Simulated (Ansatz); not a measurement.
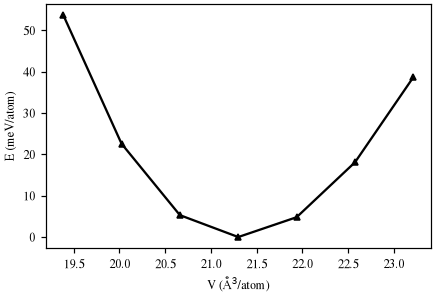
Figure. SiGe (wurtzite, P6_3mc) under volume change, DFT-r²SCAN in the program Ansatz with PAW potentials, shape and atoms relaxed at each volume.

What does a third-order Birch–Murnaghan fit give for V₀, B₀ and B′?

V₀ = 21.30 Å³/atom, B₀ = 84.1 GPa, B′ = 4.5.

A made-up cell: these elements were put on the sites of a structure type; the Crystallography Open Database copy checked does not list it. Its standing as an ambient phase is unchecked. Symmetry was held in the r²SCAN relaxation; whether a distortion lowers the energy is not shown.

Potentials: the later of the program's two PAW sets.
